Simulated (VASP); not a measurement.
Band structure of Al2Au (space group Fm-3m). All values below come from PBE GGA, VASP's PBE PAW potentials (set 64) (plane waves; VASP).

Unless said otherwise, spin-orbit coupling is left out, though it shifts the bands of the heavy elements here.

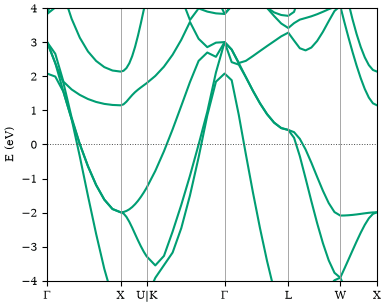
Figure: Bands along high-symmetry lines, zero at the valence-band maximum or, without a gap, the Fermi level

Problem. Read the plot: is there a gap, and where are the band edges?

Solution. It has no gap at this level: it comes out as a metal or semimetal.

The structure comes from a computed database's Al2Au entry; how it stands against other phases isn't given here. The cell was not relaxed at this level. The electron count is odd and the run is not spin-polarised, which forces a metal.
